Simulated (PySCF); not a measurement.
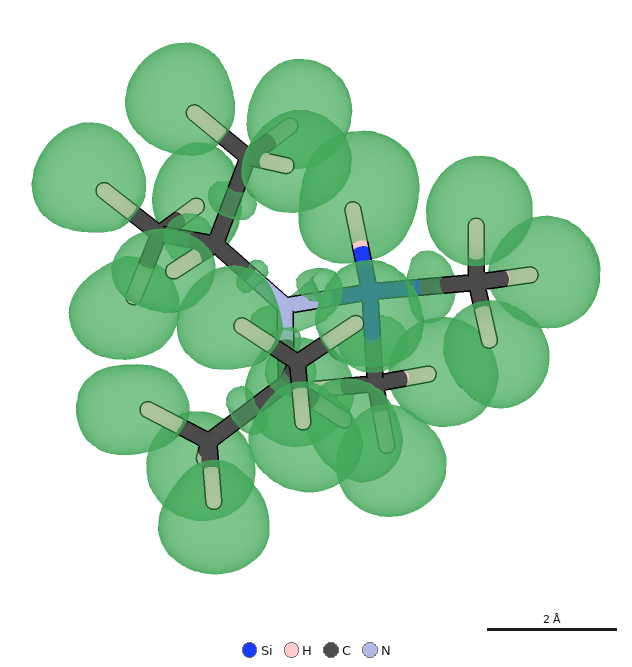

The picture shows: C₈H₂₁NSi (SiHMe2(NiPr2)). Isosurface of the electron localisation function at 0.85 (green), seen at a tilt. Core shells and regions of very low density are left out.

Geometry: PBE0-D3(BJ)/def2-SVP.

All numbers below come from PBE0/pcSseg-1, SCF density, gas phase, non-relativistic (PySCF 2.14.0).

```xyz
31

Si    0.7566    1.3599    0.5513
H     0.7076    1.4181    2.0460
C     2.5560    1.3157   -0.0010
H     3.0747    0.4566    0.4517
H     3.0907    2.2339    0.2899
H     2.6323    1.2173   -1.0958
C    -0.0617    2.9036   -0.1475
H    -1.1076    2.9747    0.1884
H    -0.0596    2.8961   -1.2489
H     0.4681    3.8127    0.1795
N    -0.0960   -0.0801    0.0573
C    -0.2070   -0.3441   -1.3718
C     0.5480   -1.6007   -1.8048
C    -1.6565   -0.3581   -1.8551
C    -0.6525   -1.0667    0.9762
C     0.4210   -1.7297    1.8374
C    -1.7817   -0.4902    1.8281
H     0.2835    0.5055   -1.8826
H     0.1162   -2.5063   -1.3499
H     0.5082   -1.7305   -2.8974
H     1.6035   -1.5402   -1.5003
H    -2.2216   -1.1889   -1.4032
H    -2.1608    0.5810   -1.5831
H    -1.7103   -0.4797   -2.9482
H    -1.0990   -1.8621    0.3554
H     0.9038   -0.9922    2.4982
H     1.2009   -2.1801    1.2059
H    -0.0067   -2.5191    2.4758
H    -2.2395   -1.2653    2.4629
H    -1.4072    0.3058    2.4907
H    -2.5648   -0.0574    1.1883
```

Q: What do the ELF domains correspond to?

A: The ELF exceeds this value in four regions between bonded C–C atoms (shared pairs), two regions between bonded C–N atoms (shared pairs), two regions between bonded C–Si atoms (shared pairs), one region between bonded N–Si atoms (shared pairs) and 21 regions around hydrogen nuclei.

Values along the shortest contacts:
C–N (1.46 Å): the ELF peaks at about 0.90 between the atoms (a covalent bond). C–C (1.53 Å): the ELF peaks at about 0.95 between the atoms, as expected for a covalent bond.
